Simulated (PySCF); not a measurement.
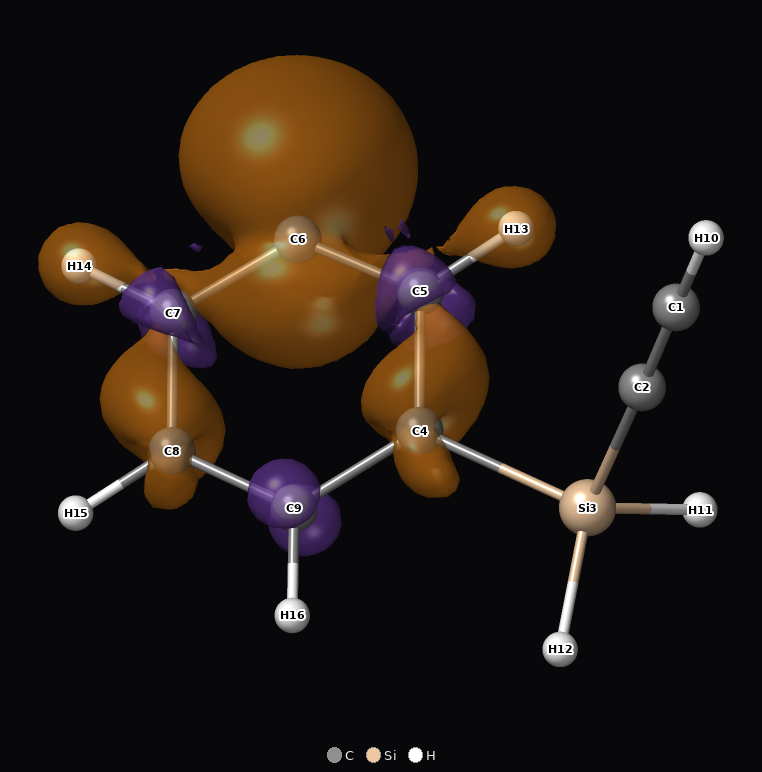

Figure. C$_{8}$H$_{7}$Si (SMILES C#C[SiH2]c1c[c]ccc1) (doublet). Isosurfaces of the spin density at +0.015 (orange) and −0.015 e/Å³ (purple), seen at a tilt.

Geometry: GFN2-xTB.

Level of theory: PySCF 2.14.0, density-fitted response routines, UKS B3LYP, pcH-1 on C H Si, non-relativistic, mean-field spin-orbit, GIAO.

| atom | x (Å) | y (Å) | z (Å) |
| --- | --- | --- | --- |
| C | 2.9094 | 2.2208 | -0.8572 |
| C | 2.5208 | 1.1901 | -0.3751 |
| Si | 1.8904 | -0.3926 | 0.3481 |
| C | 0.0151 | -0.3929 | 0.0960 |
| C | -0.5041 | -0.2508 | -1.2001 |
| C | -1.8551 | -0.2602 | -1.3453 |
| C | -2.7555 | -0.3961 | -0.3281 |
| C | -2.2457 | -0.5353 | 0.9604 |
| C | -0.8757 | -0.5316 | 1.1526 |
| H | 3.2540 | 3.1231 | -1.2756 |
| H | 2.4924 | -1.5161 | -0.3819 |
| H | 2.2109 | -0.4370 | 1.7790 |
| H | 0.1656 | -0.1351 | -2.0396 |
| H | -3.8215 | -0.3961 | -0.5009 |
| H | -2.9202 | -0.6431 | 1.7992 |
| H | -0.4882 | -0.6382 | 2.1569 |

**Where is the unpaired spin?**

The unpaired spin (1 electron) lies mostly on C6 (about 0.8), in electrons by Hirshfeld's partition.
